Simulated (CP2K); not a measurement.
# CH5ClSSi (SMILES CS[SiH2]Cl): PM6

What is the energy difference between two shapes of CH5ClSSi at PM6? 

The results are computed with CP2K 2026.2.

2 further runs of the same task are left out: 1 that didn't finish, 1 set aside as unsound or not needed.

### 1 The molecule

The species is CH5ClSSi (9 atoms), meant as a singlet with charge 0. SMILES: `CS[SiH2]Cl`. The shape is that of a GFN2-xTB optimisation. This is one conformer, not always the lowest.

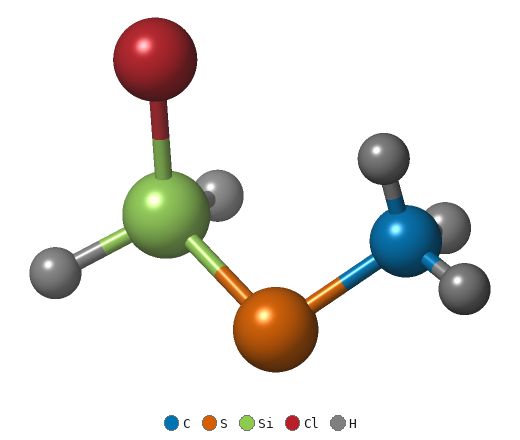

The structure, seen from a chosen angle (carbon blue, sulfur orange, silicon green, chlorine red, hydrogen grey).

### 2 Energy and gradient at PM6

run.inp reads:

```
&GLOBAL
  PROJECT_NAME run
  RUN_TYPE ENERGY_FORCE
  PRINT_LEVEL MEDIUM
&END
&FORCE_EVAL
  METHOD Quickstep
  &DFT
    # Quickstep
    &QS
      METHOD PM6
      EPS_DEFAULT 1.0E-10
      &SE
        &COULOMB
          CUTOFF [angstrom] 50
          RC_RANGE [angstrom] 0
        &END
        &EXCHANGE
          CUTOFF [angstrom] 50
          RC_RANGE [angstrom] 0
        &END
      &END
    &END
    &POISSON
      PERIODIC NONE
      POISSON_SOLVER ANALYTIC
    &END
    # SCF settings
    &SCF
      SCF_GUESS ATOMIC
      EPS_SCF 1.0E-06
      MAX_SCF 100
      &DIAGONALIZATION
        ALGORITHM STANDARD
      &END
      &MIXING
        METHOD DIRECT_P_MIXING
        ALPHA 0.4
      &END
    &END
    # extra output
    &PRINT
      &MOMENTS
        PERIODIC F
        REFERENCE COM
        MAX_MOMENT 1
      &END
      &MO ON
        ENERGIES T
        OCCUPATION_NUMBERS T
        NDIGITS 6
        &EACH
          QS_SCF 0
        &END
        ADD_LAST NUMERIC
      &END
      &HIRSHFELD OFF
      &END
    &END
  &END
  # structure
  &SUBSYS
    &CELL
      ABC 19.6 20 19.2
      PERIODIC NONE
    &END
    &COORD
      UNIT bohr
      C     -1.5351757     2.1916855     1.1439646
      S      0.6838541     1.9275206    -1.4798067
      Si     1.4779737    -2.0434176    -1.4071468
      Cl     2.5819517    -3.1233204     2.0726138
      H     -0.6854415     1.4257039     2.8464945
      H     -1.9209822     4.1894472     1.3878149
      H     -3.2671097     1.1929085     0.6847801
      H      3.4925540    -2.3434872    -3.2338316
      H     -0.8276245    -3.4170595    -2.0148827
    &END
    &TOPOLOGY
      &CENTER_COORDINATES
      &END
    &END
  &END
  &PRINT
    &FORCES ON
    &END
  &END
&END
```

Started as:

```sh
$ OMP_NUM_THREADS=1 cp2k.psmp run.inp > run.out
```

Output:

```text
CP2K| version string:                                       CP2K version 2026.2
[...]
 GLOBAL| Method name                                                        CP2K
[...]
 GLOBAL| Run type                                                   ENERGY_FORCE
[...]
                             - Atoms:                                          9
[...]
                             - Spherical basis functions:                     36
[...]
 Number of electrons:                                                         26
[...]
     1 P_Mix/Diag. 0.40E+00    0.0     0.81245394       -20.7291779207 -2.07E+01
[...]
    23 DIIS/Diag.  0.27E-06    0.0     0.00000095       -25.5065142543 -3.52E-12
  *** SCF run converged in    23 steps ***
  Core-core repulsion energy [eV]:                           1351.81890737186927
  Core Hamiltonian energy [eV]:                             -1074.48904421745647
  Two-electron integral energy [eV]:                        -1942.79482674303563
  Electronic energy [eV]:                                   -2045.88645758897451
  Total energy [eV]:                                         -694.06755021710501
  Atomic reference energy [eV]:                               692.06104254847139
  Heat of formation [kcal/mol]:                               -46.27116973365455
[...]
 SE_DIPOLE| Moment [Debye]          1.15457727       0.74458522      -0.27111875
 SE_DIPOLE| Derivative [a.u.]       0.00000000       0.00000000       0.00000000
 ENERGY| Total FORCE_EVAL ( QS ) energy [hartree]            -25.506514254323513
 FORCES| Atomic forces [hartree/bohr]
 FORCES|   Atom     x               y               z               |f|
 FORCES|      1  5.63748395E-03 -1.41502212E-03 -9.04354123E-03   1.07503093E-02
 FORCES|      2  1.99062723E-03 -1.97860042E-03 -3.52039488E-03   4.50229236E-03
 FORCES|      3 -5.22481365E-03  1.31576577E-02 -8.44775836E-03   1.64859715E-02
 FORCES|      4  5.66437725E-03 -8.53671873E-03  1.37204882E-02   1.71234498E-02
 FORCES|      5 -8.14239737E-04 -1.28090307E-04  7.66623455E-03   7.71041799E-03
 FORCES|      6 -2.95713859E-03  5.99685432E-03  3.08571159E-03   7.36400342E-03
 FORCES|      7 -6.71690091E-03 -9.57256349E-04  2.01793895E-03   7.07850091E-03
 FORCES|      8  3.28879452E-03 -2.80682266E-03 -4.27924645E-03   6.08328637E-03
 FORCES|      9 -8.68190075E-04 -3.33200143E-03 -1.19943238E-03   3.64617958E-03
 FORCES| Sum     1.19695920E-16  3.15719673E-16  1.96891115E-16
 FORCES| Total atomic force                                       3.90860763E-16
[...]
```

It took 0.48 s on 1 thread of Arm Neoverse N1, shared host; peak memory 0.14 GiB.

### 3 The distorted shape, same level

gas.inp reads:

```
&GLOBAL
  PROJECT gas
  RUN_TYPE ENERGY_FORCE
  PRINT_LEVEL MEDIUM
&END GLOBAL
&FORCE_EVAL
  METHOD QUICKSTEP
  &DFT
    &QS
      METHOD PM6
      EPS_DEFAULT 1.0E-10
      &SE
        &COULOMB
          CUTOFF [angstrom] 50
          RC_RANGE [angstrom] 0
        &END COULOMB
        &EXCHANGE
          CUTOFF [angstrom] 50
          RC_RANGE [angstrom] 0
        &END EXCHANGE
      &END SE
    &END QS
    &POISSON
      PERIODIC NONE
      POISSON_SOLVER ANALYTIC
    &END POISSON
    &SCF
      SCF_GUESS ATOMIC
      EPS_SCF 1.0E-06
      MAX_SCF 100
      &DIAGONALIZATION
        ALGORITHM STANDARD
      &END DIAGONALIZATION
      &MIXING
        METHOD DIRECT_P_MIXING
        ALPHA 0.4
      &END MIXING
    &END SCF
    &PRINT
      &MOMENTS
        PERIODIC F
        REFERENCE COM
        MAX_MOMENT 1
      &END MOMENTS
      &MO ON
        ENERGIES T
        OCCUPATION_NUMBERS T
        NDIGITS 6
        &EACH
          QS_SCF 0
        &END EACH
        ADD_LAST NUMERIC
      &END MO
      &HIRSHFELD OFF
      &END HIRSHFELD
    &END PRINT
  &END DFT
  &SUBSYS
    &CELL
      ABC 19.5 20.1 19.1
      PERIODIC NONE
    &END CELL
    &COORD
      UNIT bohr
      C     -1.6227078     2.2128976     1.1939157
      S      0.7554464     1.9694518    -1.4748349
      Si     1.5073684    -2.0693144    -1.4210627
      Cl     2.6555962    -3.1391790     2.3314213
      H     -0.6402298     1.6120630     2.8020481
      H     -1.8437170     4.2874012     1.3197734
      H     -3.0753611     1.1588235     0.8159875
      H      3.5042288    -2.4143009    -3.1405831
      H     -0.9075410    -3.5224325    -2.2030654
    &END COORD
    &TOPOLOGY
      &CENTER_COORDINATES
      &END CENTER_COORDINATES
    &END TOPOLOGY
  &END SUBSYS
  &PRINT
    &FORCES ON
    &END FORCES
  &END PRINT
&END FORCE_EVAL
```

Started as:

```sh
$ OMP_NUM_THREADS=1 cp2k.psmp gas.inp > gas.out
```

Output:

```text
CP2K| version string:                                       CP2K version 2026.2
[...]
 GLOBAL| Method name                                                        CP2K
[...]
 GLOBAL| Run type                                                   ENERGY_FORCE
[...]
                             - Atoms:                                          9
[...]
                             - Spherical basis functions:                     36
[...]
 Number of electrons:                                                         26
[...]
     1 P_Mix/Diag. 0.40E+00    0.0     0.82464197       -20.7413422706 -2.07E+01
[...]
    23 DIIS/Diag.  0.36E-06    0.0     0.00000085       -25.4902091035 -4.35E-12
  *** SCF run converged in    23 steps ***
  Core-core repulsion energy [eV]:                           1332.22308125978475
  Core Hamiltonian energy [eV]:                             -1075.25277425610579
  Two-electron integral energy [eV]:                        -1901.18834300620597
  Electronic energy [eV]:                                   -2025.84694575920867
  Total energy [eV]:                                         -693.62386449942392
  Atomic reference energy [eV]:                               692.06104254847139
  Heat of formation [kcal/mol]:                               -36.03953320808841
[...]
 SE_DIPOLE| Moment [Debye]          1.24004304       0.54761210       0.53805668
 SE_DIPOLE| Derivative [a.u.]       0.00000000       0.00000000       0.00000000
 ENERGY| Total FORCE_EVAL ( QS ) energy [hartree]            -25.490209103508725
 FORCES| Atomic forces [hartree/bohr]
 FORCES|   Atom     x               y               z               |f|
 FORCES|      1  6.64963132E-02  4.34456789E-02 -2.48545832E-02   8.32288231E-02
 FORCES|      2 -7.99573917E-03 -1.05703809E-02  6.14615316E-03   1.46095857E-02
 FORCES|      3 -2.82114959E-02  8.32825497E-04  1.89968342E-02   3.40214904E-02
 FORCES|      4 -5.71835653E-03  7.47334450E-04 -1.72770278E-02   1.82141099E-02
 FORCES|      5  8.80256036E-03 -7.52229290E-03  2.82824272E-02   3.05608515E-02
 FORCES|      6 -1.05555613E-02 -3.81278607E-03  2.03077645E-03   1.14053174E-02
 FORCES|      7 -5.80982626E-02 -2.89431578E-02 -1.08469358E-02   6.58085900E-02
 FORCES|      8  1.46131085E-02 -4.32172137E-03 -1.17053629E-02   1.92155077E-02
 FORCES|      9  2.06674335E-02  1.01445002E-02  9.22771875E-03   2.48033160E-02
 FORCES| Sum     3.88578059E-16  5.41233725E-16 -6.24500451E-16
 FORCES| Total atomic force                                       9.13196401E-16
[...]
```

Run time: 0.5 s. Hardware: 1 thread of Arm Neoverse N1, shared host; peak memory 0.14 GiB.

### 4 Results

Level: PM6.

```
                                                  quantity           value
                                 first shape: total energy    -25.50651 Eh
                                first shape: dipole moment          1.40 D
                                  first shape: HOMO energy        -9.16 eV
    first shape: heat of formation at this unrelaxed shape  -46.3 kcal/mol
                     first shape: largest force on an atom      0.881 eV/Å
                             distorted shape: total energy    -25.49021 Eh
                            distorted shape: dipole moment          1.46 D
                              distorted shape: HOMO energy        -9.31 eV
distorted shape: heat of formation at this unrelaxed shape  -36.0 kcal/mol
                 distorted shape: largest force on an atom      4.280 eV/Å
                    energy change with the atoms displaced        0.444 eV
```

With the atoms displaced the energy rises by 0.44 eV (10.2 kcal/mol). The first shape isn't relaxed at this level, so the change isn't measured from a minimum. The largest force (first shape) is 0.88 eV/Å: the shape isn't a stationary point for this species at this level.
